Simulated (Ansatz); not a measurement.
# [AlH4]− (SMILES [AlH4-]) at FCI/6-31G

Aim: the vertical ionisation energy of [AlH4]− at FCI/6-31G, from 2 runs. 

Program for the calculation: Ansatz 0.2.0.

2 further runs of the same task are left out: 2 set aside as unsound or not needed.

## Step 1: The molecule

The species is [AlH4]− (5 atoms), meant as a singlet with charge -1. SMILES: `[AlH4-]`. Geometry: a GFN2-xTB relaxation, a rough one for these elements and not checked as a minimum.

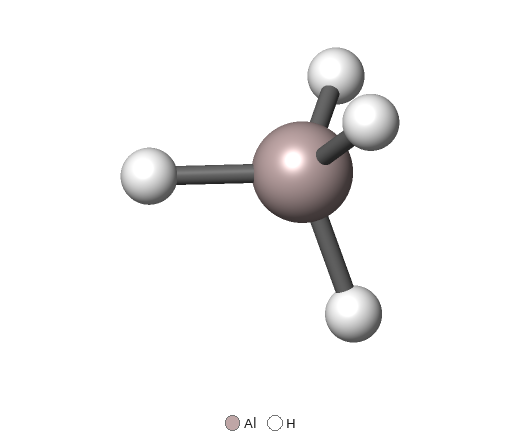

Viewed from a chosen angle; aluminium light grey, hydrogen white.

## Step 2: The energy at FCI/6-31G

in.yaml reads:

```yaml
basis:
  gaussian: {orbitals: 6-31G}
crystal:
  periodic: [false, false, false]
  atoms:
    - symbol: Al
      position_ang: [-0.000020, 0.000060, -0.001080]
    - symbol: H
      position_ang: [1.443510, -0.504270, 0.556410]
    - symbol: H
      position_ang: [-1.182970, -0.604500, 0.939130]
    - symbol: H
      position_ang: [-0.203840, -0.517130, -1.530710]
    - symbol: H
      position_ang: [-0.056670, 1.625850, 0.036250]
correlation: {method: fci, frozen_orbitals: {Al: 5, H: 0}}
accuracy: high
total_charge: -1
```

On the command line:

```
$ ansatz run in.yaml --threads 1 --pin off --max-ram 2610MiB --events-out events.jsonl --progress --plain --runs-dir runs
```

Output:

```text
Warning: RAYON_NUM_THREADS=1 ignored (pool sized by the plan → 1); use --threads N
Functional definition: HF
  name "HF"
  exchange = exact_x
  correlation = 0
483 factors; integrals over basis functions are off by at most 2.7e-9 eV
mean field evaluation 1: about -6644.2088 eV, gradient 7.3e0 eV
mean field evaluation 2: about -6644.2146 eV, gradient 7.4e0 eV
mean field evaluation 4: about -6644.5581 eV, gradient 1.8e-1 eV
mean field evaluation 8: about -6644.5587 eV, gradient 4.7e-5 eV
mean field -6644.55874472 eV, -244.1830300249 hartree, gradient 2.0e-8 eV, S^2 0.000000; 0 other end points of the search recorded, 0 dependent functions left out
5 core orbitals not correlated: weight in the atoms' cores, before any rotation towards them, 1.000 or more for the frozen orbitals, at most 0.000 for the correlated occupied ones
reference -6644.55874472 eV, -244.1830300249 hartree; 4, 4 occupied and 12, 12 virtual orbitals, 483 factors
state -6646.64263362 eV, -244.2596115293 hartree
Total energy: -6646.64263362 eV, -244.2596115293 hartree
```

It took 11 s on 1 thread of Arm Neoverse V1, shared host; peak memory 0.31 GiB.

## Step 3: Doublet neutral AlH4 at the same level

job.yaml reads:

```yaml
crystal:
  periodic: [false, false, false]
  atoms:
    - {symbol: Al, position_ang: [-0.000020, 0.000060, -0.001080]}
    - {symbol: H, position_ang: [1.443510, -0.504270, 0.556410]}
    - {symbol: H, position_ang: [-1.182970, -0.604500, 0.939130]}
    - {symbol: H, position_ang: [-0.203840, -0.517130, -1.530710]}
    - {symbol: H, position_ang: [-0.056670, 1.625850, 0.036250]}
basis:
  gaussian:
    orbitals: 6-31G
total_charge: 0
magnetization:
  spin_polarized: true
  initial_magnetization: 1
correlation:
  method: fci
  frozen_orbitals: {Al: 5, H: 0}
accuracy: high
```

On the command line:

```
$ ansatz run job.yaml --threads 1 --pin off --max-ram 2610MiB --events-out events.jsonl --progress --plain --runs-dir runs
```

Output, cut to the lines that bear on the results:

```text
Warning: RAYON_NUM_THREADS=1 ignored (pool sized by the plan → 1); use --threads N
[... 2 set-up lines as earlier in the session ...]
[...]
483 factors; integrals over basis functions are off by at most 2.7e-9 eV
[...]
mean field -6640.52585709 eV, -244.0348241380 hartree, gradient 3.6e-8 eV, S^2 0.762020; 6 other end points of the search recorded, 0 dependent functions left out
[...]
5 core orbitals not correlated: weight in the atoms' cores, before any rotation towards them, 1.000 or more for the frozen orbitals, at most 0.000 for the correlated occupied ones
reference -6640.45710357 eV, -244.0322974927 hartree; 4, 3 occupied and 12, 13 virtual orbitals, 483 factors
state -6642.45469103 eV, -244.1057074779 hartree
Total energy: -6642.45469103 eV, -244.1057074779 hartree
```

It took 16 s on 1 thread of Arm Neoverse V1, shared host; peak memory 0.31 GiB.

## Step 4: Summary of results

Level: FCI/6-31G, 5 core orbitals frozen.

| quantity | value |
| --- | --- |
| singlet [AlH4]−: total energy | -244.25961 Eh |
| singlet [AlH4]−: correlation energy (5 core orbitals frozen) | -76.6 mEh |
| doublet neutral AlH4: total energy | -244.10571 Eh |
| doublet neutral AlH4: correlation energy (5 core orbitals frozen) | -73.4 mEh |
| vertical detachment energy (to the doublet neutral) | 4.188 eV |

What this shows: The vertical ionisation energy comes to 4.19 eV (404 kJ/mol).
